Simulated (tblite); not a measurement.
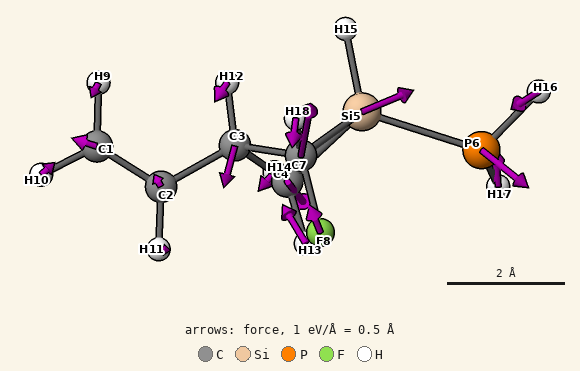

Starting geometry of C₅H₁₀FPSi with the computed forces as purple arrows. Style: ball-and-stick. Shown at a tilt.

Level of theory: GFN2-xTB geometry optimisation, gas phase in tblite 0.8.0. 

### What follows when this structure is relaxed?

It isn't relaxed: the largest force vector, on C atoms, is 3.29 eV/Å. The final displacements have little in common with the starting forces (cosine between the two patterns 0.22). H16 moves most after the best rigid fit: 1.81 Å. By element the largest moves are H 1.81 Å, P 1.05 Å, F 1.00 Å, C 0.68 Å, Si 0.35 Å. Near-neighbour distances that change, for instance: C4–C7 2.061 → 2.366 Å, Si5–P6 2.159 → 2.235 Å, P6–H16 1.456 → 1.387 Å, P6–H17 1.449 → 1.387 Å. Bond angles that change, for instance: Si5–P6–H16 114.6° → 94.6°, H16–P6–H17 112.7° → 92.8°, Si5–P6–H17 112.1° → 94.6°. Groups turn about C3–C4 by about 35°, C3–C7 by about 30°, C4–Si5 by about 30°. Over 160 geometry steps the energy falls by 2.117 eV.
